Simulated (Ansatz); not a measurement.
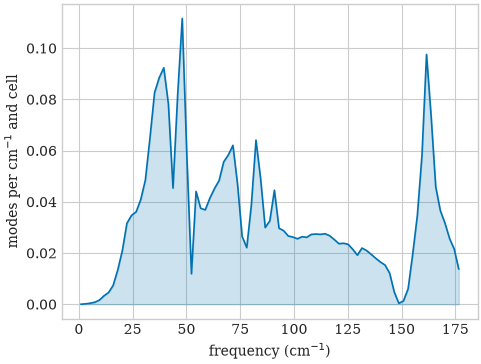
Fig. 1. Phonon density of states of AgCl (rock salt, Fm-3m); finite displacements on a 6×6×6 mesh, PBE density-functional theory in Ansatz (plane waves, PAW), k mesh 6×6×6

Where is the tallest peak, and is there a gap in the spectrum?

The tallest peak lies near 48 cm⁻¹. No clear gap shows at this resolution.

Ansatz is a program for electronic structure.
